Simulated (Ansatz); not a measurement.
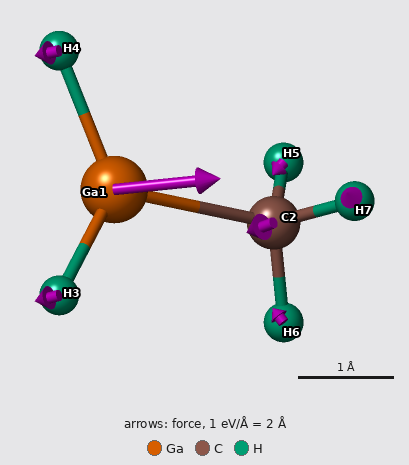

Starting geometry of CH$_{5}$Ga with the computed forces as purple arrows. The picture is a ball-and-stick view, seen at a tilt.

It is one of the separated reactants of a reaction.

Computed with RKS PBE0-D4/def2-TZVP in Ansatz 0.2.0.

The input:
```yaml
crystal:
  periodic: [false, false, false]
  atoms:
    - {symbol: Ga, position_ang: [-0.874974, -0.559639, -0.348682]}
    - {symbol: C, position_ang: [0.935909, -0.434154, 0.450502]}
    - {symbol: H, position_ang: [-1.018026, -0.834604, -1.889664]}
    - {symbol: H, position_ang: [-2.127682, -0.648550, 0.596413]}
    - {symbol: H, position_ang: [0.943967, 0.123948, 1.390998]}
    - {symbol: H, position_ang: [1.669759, -0.000711, -0.234896]}
    - {symbol: H, position_ang: [1.291418, -1.442191, 0.686467]}
basis:
  gaussian: {orbitals: def2-TZVP}
hamiltonian: {xc: pbe0, dispersion: d4}
relax: {f_tol: 0.005, max_steps: 200}
```

Run as
```bash
ansatz run in.yaml --threads 4 --pin off --events-out ev --progress --plain --max-ram 9574MiB
```

Q: Is this structure relaxed? If not, where do the atoms go?

A: It isn't relaxed: the largest force vector, on Ga1, is 0.59 eV/Å. The final displacements follow the starting forces only in part (cosine between the two patterns 0.70). The largest move after the best rigid fit is that of Ga1, 0.069 Å. Largest moves by element: Ga 0.069 Å, H 0.035 Å, C 0.013 Å. Some distances before and after: Ga1–C2 1.983 → 1.966 Å. The energy falls by 2.24 kJ/mol in 3 geometry steps. The largest force component goes from 0.42 to 0.0028 eV/Å.
